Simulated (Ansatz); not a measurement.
LaOF (space group R-3m)

```cif
data_F2La2O2
_chemical_formula_sum 'La2 O2 F2'
_space_group_name_H-M_alt 'P 1'
_space_group_IT_number 1
_cell_length_a 7.07916
_cell_length_b 7.07916
_cell_length_c 7.07916
_cell_angle_alpha 32.933
_cell_angle_beta 32.933
_cell_angle_gamma 32.933
loop_
_space_group_symop_operation_xyz
  'x, y, z'
loop_
_atom_site_label
_atom_site_type_symbol
_atom_site_fract_x
_atom_site_fract_y
_atom_site_fract_z
_atom_site_occupancy
La1 La 0.74176 0.74176 0.74176 1
La2 La 0.25824 0.25824 0.25824 1
O1 O 0.62311 0.62311 0.62311 1
O2 O 0.37689 0.37689 0.37689 1
F1 F 0.87102 0.87102 0.87102 1
F2 F 0.12898 0.12898 0.12898 1
```

The volume is varied about the relaxed value V₀ at fixed cell shape. The atoms relax within the cell's symmetry.

Method: PBEsol (plane waves to 420 eV, PAW, scalar-relativistic; Ansatz, a program for electronic structure). k mesh 10×10×10 (Γ-centred), Fermi-Dirac smearing 0.05 eV. Energies are smeared free energies. With the shape held, the modulus is that of even scaling; a crystal free to change shape is softer. LaOF is run without spin polarisation. LaOF was relaxed with its symmetry unable to fall. ΔE is measured from the relaxed starting cell.

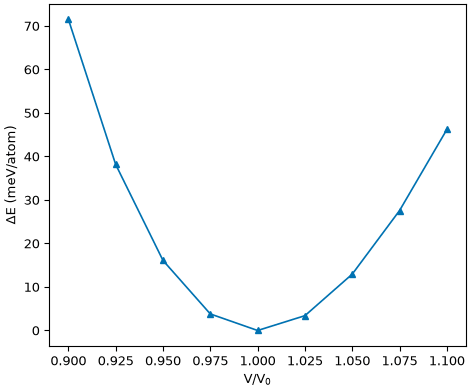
ΔE (meV/atom) against V/V₀; computed points joined by lines.

**Question.** What is ΔE at V/V₀ = 0.900?

**Answer.** About 72 meV/atom.

**Question.** What is ΔE at V/V₀ = 1.100?

**Answer.** About 46 meV/atom.

**Question.** What bulk modulus at fixed cell shape B₀ follows from a third-order Birch-Murnaghan fit?

**Answer.** About 120 GPa.

(A scan under strain: stresses follow from slopes of the energy per volume, elastic moduli from its curvatures.)
